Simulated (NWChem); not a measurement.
# [NH2]− (SMILES [NH2-]): levels of theory compared

We compute a comparison of 4 runs (HF/3-21G, SVWN5/pcseg-1, CAM-B3LYP/pcseg-2, CCSD(T)/aug-cc-pVTZ) of [NH2]−. 

The calculation is run with NWChem 7.3.0.

### 1 Starting point

[NH2]− has 3 atoms, charge -1, and is taken as a singlet. As SMILES, `[NH2-]`. The shape is that of a PBE0-D4/def2-TZVPD optimisation.

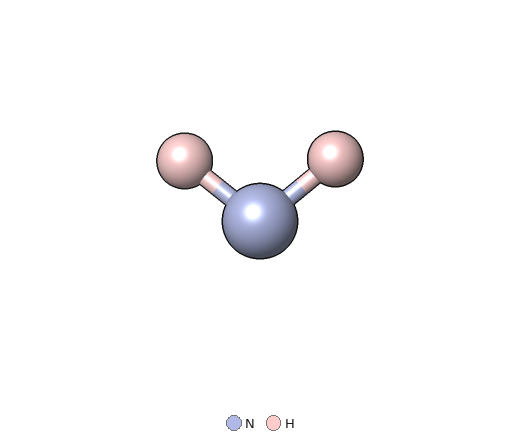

The structure, seen from a chosen angle (nitrogen light blue, hydrogen pink).

### 2 Energy and forces at HF/3-21G (run 1)

File test.nw:

```
START test
TITLE "H2N"
memory total 2200 mb
charge -1

GEOMETRY noautosym nocenter noautoz
  N      0.342200    -0.203000     0.168700
  H      0.125500     0.801200     0.156000
  H     -0.467700    -0.598200    -0.324700
END

BASIS "ao basis" spherical bse
  * library 3-21G
END

SCF
  thresh 1e-08
  maxiter 80
END

TASK scf gradient
```

Launch:

```sh
nwchem test.nw > test.out
```

Standard output:

```text
[...]
  functions       =    13
[...]
  wavefunction    = RHF
[...]
         Total SCF energy =    -55.134104256048
      One-electron energy =    -93.621062239128
      Two-electron energy =     30.944105020736
 Nuclear repulsion energy =      7.542852962344
        Time for solution =      0.1s
[...]
                         RHF ENERGY GRADIENTS
    atom               coordinates                        gradient
                 x          y          z           x          y          z
   1 N       0.646664  -0.383614   0.318797   -0.027914   0.016568  -0.013760
   2 H       0.237161   1.514048   0.294797    0.008516  -0.021126   0.002471
   3 H      -0.883825  -1.130434  -0.613594    0.019398   0.004558   0.011290
[...]
```

Run time: 0.67 s. Hardware: 1 thread of Intel Xeon Platinum 8259CL at 2.50GHz (Skylake/Cascade Lake), shared host; peak memory 0.098 GiB.

### 3 Energy and gradient at SVWN5/pcseg-1 (run 2)

File h2n.nw:

```
echo
start h2n
title "H2N gradient"
memory stack 880 mb heap 220 mb global 1100 mb
charge -1

geometry units angstroms noautosym nocenter noautoz
   N        0.342200      -0.203000       0.168700
   H        0.125500       0.801200       0.156000
   H       -0.467700      -0.598200      -0.324700
end

basis "ao basis" spherical bse
   * library pcseg-1
end

dft
   xc slater vwn_5
   grid xfine
   convergence energy 1e-08
   iterations 100
   mulliken
end

task dft gradient
```

Launch:

```sh
nwchem h2n.nw > h2n.out
```

Standard output:

```text
[...]
          Wavefunction type:  closed shell.
          No. of atoms     :     3
          No. of electrons :    10
[...]
          Charge           :    -1
          Spin multiplicity:     1
[...]
          AO basis - number of functions:    24
[...]
              XC Information
              --------------
                        Slater Exchange Functional  1.000 local
                      VWN V Correlation Functional  1.000 local
[...]
 d= 0,ls=0.0,diis     1    -55.2513748081 -6.28D+01  6.25D-02  1.06D+00     0.3
[...]
 d= 0,ls=0.0,diis     7    -55.3727669738 -2.96D-09  2.84D-07  6.39D-12     1.1
         Total DFT energy =      -55.372766973801
      One electron energy =      -93.753337513142
           Coulomb energy =       38.238088207702
    Exchange-Corr. energy =       -7.400370630705
 Nuclear repulsion energy =        7.542852962344
[...]
      Total Density - Mulliken Population Analysis
     ---------------------------------------------
    Atom       Charge   Shell Charges
 -----------   ------   -------------------------------------------------------
    1 N    7     7.99   1.99  0.82  0.85  2.34  1.98  0.02
    2 H    1     1.00   0.73  0.24  0.03
    3 H    1     1.00   0.73  0.24  0.03
[...]
  wavefunction    = closed shell
                         DFT ENERGY GRADIENTS
    atom               coordinates                        gradient
                 x          y          z           x          y          z
   1 N       0.646664  -0.383614   0.318797   -0.023684   0.014059  -0.011675
   2 H       0.237161   1.514048   0.294797    0.007483  -0.017320   0.002305
   3 H      -0.883825  -1.130434  -0.613594    0.016201   0.003261   0.009370
[...]
```

It took 2.1 s on 1 thread of Intel Xeon Platinum 8259CL at 2.50GHz (Skylake/Cascade Lake), shared host; peak memory 0.12 GiB.

Run 3 isn't shown in full; the table further down has it.

### 4 A single-point energy at CCSD(T)/aug-cc-pVTZ (run 4)

File sp.xyz:

```xyz
3

N      0.342200    -0.203000     0.168700
H      0.125500     0.801200     0.156000
H     -0.467700    -0.598200    -0.324700
```

File sp.nw:

```
start sp
memory 2200 mb
charge -1
geometry units angstroms noautosym nocenter noautoz
   load format xyz sp.xyz
end
basis spherical bse
   * library aug-cc-pVTZ
end
scf
   thresh 1e-08
   maxiter 80
   noprint "final vectors analysis"
end
ccsd
   freeze core 1
   maxiter 60
end
task ccsd(t) energy
```

Launch:

```sh
nwchem sp.nw > sp.out
```

Standard output:

```text
[...]
  functions       =    92
[...]
  wavefunction    = RHF
[...]
         Total SCF energy =    -55.548434123160
      One-electron energy =    -93.246103176914
      Two-electron energy =     30.154816091409
 Nuclear repulsion energy =      7.542852962344
        Time for solution =     52.4s
[...]
 Total MP2 energy:            -55.809441947940350
[...]
             energy      energy      error      ampl     ampl      Block
                                                time     time      time
[...]
 Total CCSD energy:            -55.812088523512053
[...]
 Total CCSD+T(CCSD) energy:            -55.824940231169272
[...]
 Total CCSD(T) energy:                 -55.824288899240400
[...]
```

Wall time 3 min (1 thread of Intel Xeon Platinum 8259CL at 2.50GHz (Skylake/Cascade Lake), shared host); peak memory 0.16 GiB.

### 5 The series

| run | level | iteration cap | module | energy (Eh) | largest force (eV/Å) | wall time |
| --- | --- | --- | --- | --- | --- | --- |
| 1 | HF/3-21G | 80 | scf | -55.134104 | 1.813 | 0.67 s |
| 2 | SVWN5/pcseg-1 | 100 | dft | -55.372767 | 1.538 | 2.1 s |
| 3 | CAM-B3LYP/pcseg-2 | 100 | dft | -55.889478 | 0.034 | 30 s |
| 4 | CCSD(T)/aug-cc-pVTZ | 80 | ccsd(t) | -55.824289 | – | 3 min |

### 6 Results

| quantity | value |
| --- | --- |
| run 4: total energy | -55.82429 Eh |
| run 4: correlation energy (1 core orbital frozen) | -275.9 mEh |
| run 4: (T) correction | -12.20 mEh |

Totals of different functionals can't be ranked against each other. In runs 1, 2 the HOMO lies above zero, so the outermost electron may be held by the basis alone. All runs together took 3.6 min, the longest 3 min.
